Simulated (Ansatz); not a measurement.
# EuMn2Sb2: two electronic states of one cell

An SCF can end in more than one state. Here EuMn2Sb2, a crystal from a database, its volume scaled a little, is run from each state found earlier: which lies lowest, and what else changes?

Program: Ansatz 0.2.0. Level of theory: DFT, PBE, plane waves, PAW. These are calculated values, not measurements.

## 1. The system as given

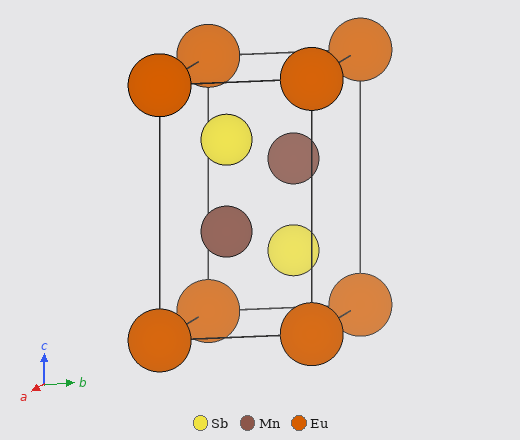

Viewed slightly off an axis; antimony yellow, manganese brown, europium orange.

Symmetry: P-3m1, No. 164, trigonal system. Conventional cell: a = 4.590 Å, b = 4.590 Å, c = 7.693 Å, α = 90.00°, β = 90.00°, γ = 120.00°. Sb (site symmetry 3m) has 4 Mn at 2.77 to 2.81 Å as nearest neighbours. Around Mn (site symmetry 3m) lie 4 Sb at 2.77 to 2.81 Å. Eu (site symmetry -3m) has 6 Sb at 3.32 Å as nearest neighbours.

The coordinates stand in the input below.

The states: A, Mn3 up, Mn4 down, Eu5 up (collinear spin); B, Mn3 up, Mn4 up, Eu5 up (collinear spin). Each run reads its own saved solution as saved_state.

## 2. Run from state A

input.yaml reads:

```yaml
crystal:
  lattice:
    - [4.58968872, 0.0, 0.0]
    - [-2.29484436, 3.97479095, 0.0]
    - [0.0, 0.0, 7.69300122]
  atoms:
    - { symbol: Sb, position: [0.3333, 0.6667, 0.26], spin: 0.0 }
    - { symbol: Sb, position: [0.6667, 0.3333, 0.74], spin: 0.0 }
    - { symbol: Mn, position: [0.3333, 0.6667, 0.62], spin: 4.5 }
    - { symbol: Mn, position: [0.6667, 0.3333, 0.38], spin: -4.5 }
    - { symbol: Eu, position: [0.0, 0.0, 0.0], spin: 7.0 }
kpoints:
  mp_grid: { grid: [6, 6, 3], shift: [0, 0, 0] }
  band_path:
    path:
      - [0.0, 0.0, 0.0]
      - [0.5, 2.5e-07, 0.0]
      - [0.33333333, 0.33333358, 0.0]
      - [0.0, 0.0, 0.0]
      - [0.0, 0.0, 0.5]
      - [0.5, 2.5e-07, 0.5]
      - [0.33333333, 0.33333358, 0.5]
      - [0.0, 0.0, 0.5]
      - [0.5, 2.5e-07, 0.5]
      - [0.5, 2.5e-07, 0.0]
      - [0.33333333, 0.33333358, 0.5]
    npoints: 6
magnetization:
  spin_polarized: true
scf:
  occupations: { method: gaussian, width: 0.0113 }
  lower_state_search: "off"
  max_iter: 200
hamiltonian:
  pseudopotentials: { kind: paw }
  xc: pbe
basis:
  ecutwfc: 420
  fft_grid_basis: typed
output:
  forces: true
  stress: true
  eigenvalues: true
  bader: true
  populations: true
  elf: true
  write_potential: true
  volumetric_format: npy
  dos:
    e_range: [-12, 8]
    de: 0.05
    projected: { site_lists: { Eu: [Eu], Mn: [Mn], Sb: [Sb] } }
checkpoint:
  read: saved_state
```

What it wrote, shortened:

```text
Warning: crystal.lattice misses the space group found at crystal.symmetry.tolerance 1.0e-5 in a digit that the deck types, which is why this is a warning: making the lattice exact moves one of its numbers by a whole unit of that number's last typed decimal, or more. The operation that it [...]
Warning: checkpoint.read: basis.xc_grid differs: saved 1, current 2 (points along each axis for each point of the dense box; where the key is left out runs that use forces, runs that use the stress, dielectric runs by a finite field, finite-displacement phonons, runs of [...]
Warning: RAYON_NUM_THREADS=1 ignored (pool sized by the plan → 1); use --threads N
Eu: projections on atomic orbitals take those of the free atom [Kr 4d10] 4f7 5s2 5p6 5d0 6s2, of charge +0.00 (hamiltonian.pseudopotentials.projection_atoms); the dataset's partial waves leave at most 1.0e-3 of an orbital's norm unspanned inside its sphere
[...]
Pseudopotentials: kind: paw
Pseudopotential: Sb, paw, valence charge 15, recommended cutoff 420 eV (normal), Sb.paw.azcp
Pseudopotential: Mn, paw, valence charge 15, recommended cutoff 420 eV (normal), Mn.paw.azcp
Pseudopotential: Eu, paw, valence charge 17, recommended cutoff 420 eV (normal), Eu.paw.azcp
Functional definition: PBE
[...]
Crystal: 5 atoms, lattice volume = 140.344 Å³
Basis set: ecut = 420 eV, 2779 PW (Γ), exchange–correlation on 64×64×108 points (8 copies of the dense FFT grid, shifted against one another)
Bands: 56, of which v1, the nominal top of the filled ones, is band 39 counted from 1 (38 counted from 0)
Symmetry: 2 space group operations
Space group: Cm (ITA 8), of the structure as read, at distance tolerance 5.2e-5 Å
[...]
an eigenvalue changed by more than its tolerance at an iteration that met the thresholds in force, so the SCF went on 1 time: the last check found none over its tolerance
Magnetization: 7.0000 μB (42.0000 up, 35.0000 down)
Absolute magnetization: 15.8285 μB (∫|ρ↑−ρ↓|, with the PAW one-centre terms)
Spin contamination: 4.4338 ħ² per cell (⟨S²⟩ above its minimum at these occupations)
Per-site moments (μB) at R_I (Å): [(-0.012883432057047369, 1.14241068117), (-0.02056544830250878, 1.14241068117), (4.0128076703507425, 1.14241068117), (-3.9975224533871696, 1.14241068117), (6.8291042056234215, 1.3694172491290721)]
Free energy (F): -29534.657283 eV
[...]
E sigma→0 (E₀):  -29534.657233 eV
Entropy (-TS):   -0.000099 eV (-0.020 meV/atom)
Fermi energy:    9.819941 eV
[...]
--- Forces (eV/Å), atoms counted from 1 ---
  atom   1  Sb     0.00181547    -0.00104816     0.34270264
  atom   2  Sb    -0.00170440     0.00098404    -0.31946824
  atom   3  Mn     0.00132978    -0.00076775    -0.30763855
  atom   4  Mn    -0.00137087     0.00079147     0.18019829
  atom   5  Eu    -0.00005832     0.00003367     0.10420009
[...]
--- Stress (GPa, compression-positive) ---
       -2.254455       0.002490      -0.001438
        0.002490      -2.251580       0.000830
       -0.001438       0.000830      -3.739669
  P = ⅓ Tr σ = -2.7486 GPa (-27.486 kbar)
--- Band table (eV; the first three rows and the last of 68) ---
[...]
--- Löwdin populations: 5 sites ---
  site symbol       q [e]    m [muB]
     0     Sb     15.6606    -0.0631
     1     Sb     15.6712    -0.0094
     2     Mn     14.1659     4.2537
     3     Mn     14.1776    -4.2354
     4     Eu     16.9755     7.0410
  spilling = 0.004534 (of n_electrons = 77.000000)
--- Bader charges: 5 sites ---
  site symbol  charge [e]  shift [e]    m [muB]
     0     Sb     -1.2380     0.0004    -0.0364
     1     Sb     -1.2370     0.0004     0.1102
     2     Mn      0.5919     0.0004     4.2428
     3     Mn      0.5750     0.0004    -4.2177
     4     Eu      1.3081     0.0000     6.9012
  estimated error of the sums over rays = 5.7e-4 e
```

It took 3.7 min on 1 thread, shared host; peak memory 0.89 GiB.

## 3. What state A looks like

States per cell by energy window, from dos.tsv and pdos.tsv (tetrahedra; eV from the Fermi level):

| from | to | total | up | down | Eu d | Eu f | Mn s | Mn d | Sb p |
| --- | --- | --- | --- | --- | --- | --- | --- | --- | --- |
| -5.0 | -4.0 | 2.25 | 1.28 | 0.98 | 0.17 | 0.00 | 0.37 | 0.45 | 1.10 |
| -4.0 | -3.0 | 8.03 | 4.20 | 3.84 | 0.20 | 0.01 | 0.27 | 5.34 | 2.01 |
| -3.0 | -2.0 | 5.54 | 2.59 | 2.95 | 0.32 | 0.02 | 0.13 | 3.02 | 1.83 |
| -2.0 | -1.0 | 5.12 | 2.54 | 2.58 | 0.51 | 0.10 | 0.05 | 1.69 | 2.53 |
| -1.0 | 0.0 | 8.00 | 7.37 | 0.63 | 0.15 | 6.73 | 0.01 | 0.52 | 0.52 |
| 0.0 | 1.0 | 6.17 | 3.06 | 3.12 | 0.71 | 0.13 | 0.10 | 4.60 | 0.26 |
| 1.0 | 2.0 | 4.08 | 2.20 | 1.88 | 0.50 | 0.03 | 0.07 | 2.72 | 0.44 |
| 2.0 | 3.0 | 3.94 | 2.30 | 1.64 | 1.64 | 0.07 | 0.44 | 0.65 | 0.33 |
| 3.0 | 4.0 | 5.98 | 2.94 | 3.03 | 2.26 | 0.49 | 0.64 | 0.40 | 0.58 |

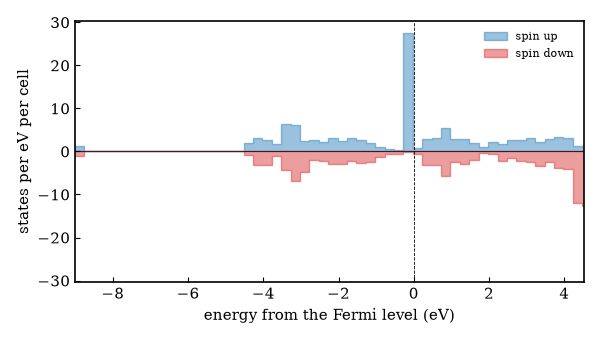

Density of states by spin, in bins of 0.25 eV.

By element, from the tables in the log (a charge is positive for electrons lost): Löwdin charges also hold the electrons that the projection spills.

| element | atoms | Bader charge (e) | Bader volume (Å³) | Löwdin charge (e) | Bader moment, size (μB) |
| --- | --- | --- | --- | --- | --- |
| Sb | 2 | -1.24 | 40.0 | -0.67 to -0.66 | 0.04 to 0.11 |
| Mn | 2 | +0.57 to +0.59 | 18.6 to 18.7 | +0.82 to +0.83 | 4.22 to 4.24 |
| Eu | 1 | +1.31 | 23.1 | +0.02 | 6.90 |

The Löwdin projection spills 0.5 % of the electrons and depends on the orbitals chosen; where it disagrees with Bader's partition, neither is an observable.

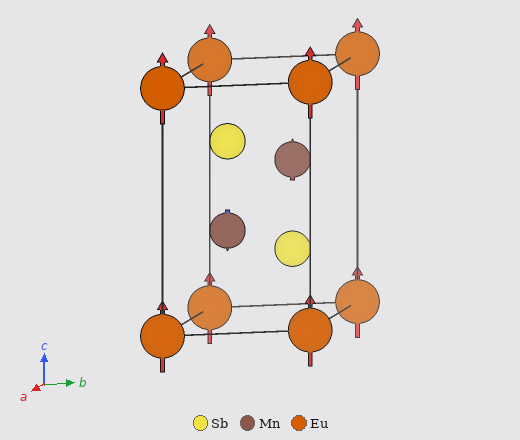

Site moments over 0.3 μB, as arrows (short ones can be hidden in their spheres; values hang on how the density is shared out, so they can differ from the log's spheres): up red, down blue; without spin-orbit coupling their axis is free, so they are drawn up the page.

## 4. Run from state B

input.yaml reads:

```yaml
crystal:
  lattice:
    - [4.58968872, 0.0, 0.0]
    - [-2.29484436, 3.97479095, 0.0]
    - [0.0, 0.0, 7.69300122]
  atoms:
    - { symbol: Sb, position: [0.3333, 0.6667, 0.26] }
    - { symbol: Sb, position: [0.6667, 0.3333, 0.74] }
    - { symbol: Mn, position: [0.3333, 0.6667, 0.62], spin: 4.5 }
    - { symbol: Mn, position: [0.6667, 0.3333, 0.38], spin: 4.5 }
    - { symbol: Eu, position: [0.0, 0.0, 0.0], spin: 7.0 }
kpoints:
  mp_grid: { grid: [6, 6, 3], shift: [0, 0, 0] }
magnetization:
  spin_polarized: true
scf:
  occupations: { method: gaussian, width: 0.0113 }
  lower_state_search: "off"
  max_iter: 200
hamiltonian:
  pseudopotentials: { kind: paw }
  xc: pbe
basis:
  ecutwfc: 420
  fft_grid_basis: typed
output:
  forces: true
  stress: true
  eigenvalues: true
  bader: true
  populations: true
  elf: true
  write_potential: true
  volumetric_format: npy
  dos:
    e_range: [-12, 8]
    de: 0.05
    projected: { site_lists: { Eu: [Eu], Mn: [Mn], Sb: [Sb] } }
checkpoint:
  read: saved_state
```

What it wrote, shortened:

```text
Warning: crystal.lattice misses the space group found at crystal.symmetry.tolerance 1.0e-5 in a digit that the deck types, which is why this is a warning: making the lattice exact moves one of its numbers by a whole unit of that number's last typed decimal, or more. The operation that it [...]
Warning: checkpoint.read: basis.xc_grid differs: saved 1, current 2 (points along each axis for each point of the dense box; where the key is left out runs that use forces, runs that use the stress, dielectric runs by a finite field, finite-displacement phonons, runs of [...]
Warning: RAYON_NUM_THREADS=1 ignored (pool sized by the plan → 1); use --threads N
Eu: projections on atomic orbitals take those of the free atom [Kr 4d10] 4f7 5s2 5p6 5d0 6s2, of charge +0.00 (hamiltonian.pseudopotentials.projection_atoms); the dataset's partial waves leave at most 1.0e-3 of an orbital's norm unspanned inside its sphere
[...]
[... 3 set-up lines as earlier in the session ...]
[...]
E sigma→0 (E₀):  -29534.159903 eV
Entropy (-TS):   -0.000380 eV (-0.076 meV/atom)
Fermi energy:    9.743041 eV
[...]
--- Forces (eV/Å), atoms counted from 1 ---
  atom   1  Sb     0.00183481    -0.00105933    -0.03907900
  atom   2  Sb    -0.00183481     0.00105933     0.03907900
  atom   3  Mn     0.00153577    -0.00088668     0.11391942
  atom   4  Mn    -0.00153577     0.00088668    -0.11391942
  atom   5  Eu    -0.00000000    -0.00000000     0.00000000
[...]
--- Stress (GPa, compression-positive) ---
       -2.067196       0.002863      -0.001514
        0.002863      -2.063891       0.000874
       -0.001515       0.000874      -1.210557
  P = ⅓ Tr σ = -1.7805 GPa (-17.805 kbar)
--- Band table (eV; the first three rows and the last of 68) ---
[...]
--- Löwdin populations: 5 sites ---
  site symbol       q [e]    m [muB]
     0     Sb     15.6564    -0.0105
     1     Sb     15.6564    -0.0105
     2     Mn     14.1469     4.3132
     3     Mn     14.1469     4.3132
     4     Eu     17.0101     7.1839
  spilling = 0.004978 (of n_electrons = 77.000000)
--- Bader charges: 5 sites ---
  site symbol  charge [e]  shift [e]    m [muB]
     0     Sb     -1.2464     0.0004     0.1550
     1     Sb     -1.2464     0.0004     0.1550
     2     Mn      0.5982     0.0004     4.2982
     3     Mn      0.5982     0.0004     4.2982
     4     Eu      1.2964     0.0000     6.9669
  estimated error of the sums over rays = 5.7e-4 e
```

It took 1.7 min on 1 thread, shared host; peak memory 0.67 GiB.

## 5. State B: levels and charges

States per cell by energy window, from dos.tsv and pdos.tsv (tetrahedra; eV from the Fermi level):

| from | to | total | up | down | Eu d | Eu f | Mn s | Mn d | Sb p |
| --- | --- | --- | --- | --- | --- | --- | --- | --- | --- |
| -5.0 | -4.0 | 1.84 | 1.83 | 0.01 | 0.11 | 0.00 | 0.30 | 0.52 | 0.80 |
| -4.0 | -3.0 | 6.91 | 5.13 | 1.78 | 0.24 | 0.01 | 0.34 | 3.97 | 2.10 |
| -3.0 | -2.0 | 6.93 | 5.10 | 1.83 | 0.30 | 0.02 | 0.12 | 4.45 | 1.82 |
| -2.0 | -1.0 | 4.30 | 1.92 | 2.39 | 0.41 | 0.09 | 0.07 | 1.18 | 2.37 |
| -1.0 | 0.0 | 8.69 | 8.22 | 0.48 | 0.33 | 6.55 | 0.02 | 0.77 | 0.84 |
| 0.0 | 1.0 | 5.30 | 0.80 | 4.50 | 0.42 | 0.33 | 0.04 | 3.85 | 0.35 |
| 1.0 | 2.0 | 4.93 | 0.95 | 3.98 | 0.86 | 0.03 | 0.15 | 3.23 | 0.33 |
| 2.0 | 3.0 | 4.04 | 2.31 | 1.73 | 1.36 | 0.05 | 0.44 | 0.96 | 0.41 |
| 3.0 | 4.0 | 5.88 | 2.89 | 3.00 | 2.33 | 0.50 | 0.54 | 0.40 | 0.57 |

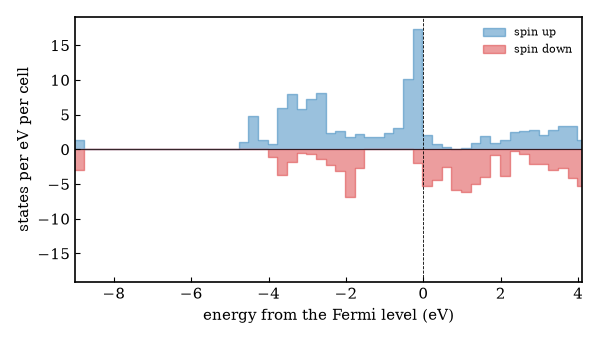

Density of states by spin, in bins of 0.25 eV.

Gathered by element (positive charge: electrons given up): Löwdin charges also hold the electrons that the projection spills.

| element | atoms | Bader charge (e) | Bader volume (Å³) | Löwdin charge (e) | Bader moment, size (μB) |
| --- | --- | --- | --- | --- | --- |
| Sb | 2 | -1.25 | 40.0 | -0.66 | 0.15 |
| Mn | 2 | +0.60 | 18.6 | +0.85 | 4.30 |
| Eu | 1 | +1.30 | 23.2 | -0.01 | 6.97 |

Löwdin charges rest on a small set of atomic orbitals that misses 0.5 % of the electrons, so they need not add up to the cell's charge and can differ from Bader's even in sign.

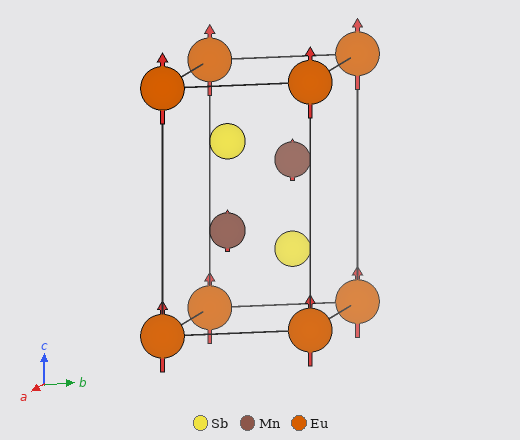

Site moments over 0.3 μB, as arrows (short ones can be hidden in their spheres; values hang on how the density is shared out, so they can differ from the log's spheres): up red, down blue; without spin-orbit coupling their axis is free, so they are drawn up the page.

## 6. Results

| state | free energy (meV/atom) | largest site moment (μB) | size of the net moment (μB/cell) | gap (eV) | pressure (GPa) | largest force (eV/Å) | SCF cycles |
| --- | --- | --- | --- | --- | --- | --- | --- |
| A | 0.0 | 6.83 | 7.00 | metal | -2.7 | 0.34 | 13 |
| B | 99.4 | 6.87 | 15.87 | metal | -1.8 | 0.11 | 13 |

State A lies lowest, 99.4 meV per atom under state B. At the same volume their pressures differ by 1.0 GPa. Every run converged, so convergence alone does not show that a state is the lowest.

Caveats: an open f shell without a U or exact exchange, whose levels then sit too near the Fermi level.
